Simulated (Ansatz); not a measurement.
# The cluster B₃H₃−: the relaxed shape and its frontier levels

Aim: characterise the cluster B₃H₃− as a doublet: its structure, frontier levels and distribution of charge and spin.

Method: UKS PBE0-D4/def2-TZVPD; program: Ansatz 0.2.0, Gaussian basis.

The runs, in order: relaxation at r2SCAN-D4/def2-TZVPD; a search for the lowest solution at PBE0-D4/def2-SVP; a single point at PBE0-D4/def2-TZVPD.

## 1. Starting geometry

6 atoms, charge -1, spin multiplicity 2.

Atoms are counted from 1 here; the program's logs count them from 0.

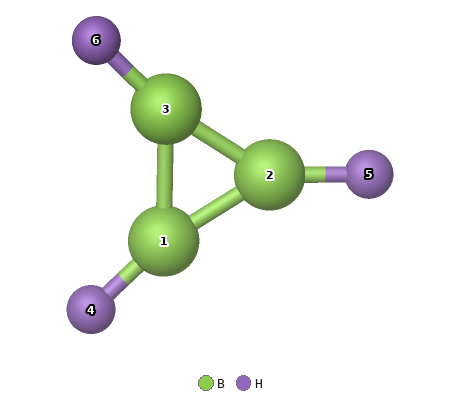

The starting geometry (boron green, hydrogen purple); atoms are numbered from 1 in the order of the file.

Geometry (Å):

```
B    -0.4222   -0.6435    0.4565
B     0.2047   -0.2625   -0.8904
B     0.2737    0.8292    0.1853
H    -0.9759   -1.1672    1.4219
H     0.4700   -0.5936   -2.0403
H     0.4497    1.8376    0.8670
```

The ion is computed in the gas phase, without counter-ions or solvent.

The start is a GFN2-xTB geometry.

## 2. Optimising with r2SCAN-D4/def2-TZVPD

in.yaml

```yaml
crystal:
  periodic: [false, false, false]
  atoms:
    - {symbol: B, position_ang: [-0.422220, -0.643510, 0.456520]}
    - {symbol: B, position_ang: [0.204750, -0.262450, -0.890450]}
    - {symbol: B, position_ang: [0.273660, 0.829210, 0.185280]}
    - {symbol: H, position_ang: [-0.975950, -1.167230, 1.421930]}
    - {symbol: H, position_ang: [0.470010, -0.593640, -2.040310]}
    - {symbol: H, position_ang: [0.449750, 1.837620, 0.867020]}
basis:
  gaussian: {orbitals: def2-TZVPD}
total_charge: -1
magnetization: {spin_polarized: true, initial_magnetization: 1}
hamiltonian: {xc: r2scan, dispersion: d4}
scf: {lower_state_search: "off"}
output: {orbitals: {seedname: orbitals}}
relax: {f_tol: 0.02, max_steps: 100}
```

Command:

```sh
> ansatz run in.yaml --threads 4 --pin off --events-out ev --progress --plain --max-ram 3916MiB
```

Further steps of the session: Searching for the lowest solution, PBE0-D4/def2-SVP; Single point, PBE0-D4/def2-TZVPD.

Q: Predict the results of all the runs planned. Wanted: point group; commonest bond, hydrogen aside; HOMO, LUMO at PBE0-D4/def2-TZVPD; ⟨S²⟩.

As calculated:

```
                                          quantity                          value
                                       point group                            C2v
                    commonest bond, hydrogen aside  B–B, 3 of mean length 1.614 Å
HOMO, LUMO at PBE0-D4/def2-TZVPD (over both spins)                 -0.26, 3.00 eV
                                              ⟨S²⟩                          0.759
```

**Reading.** The molecule keeps its bonding pattern by the stored test; the atoms moved 0.09 Å (rms). No usable vibrations, so a minimum isn't proven. Whether this spin is the lowest isn't tested here.

The anion's highest level is positive in at least one run, so there the basis alone may hold the extra electron.
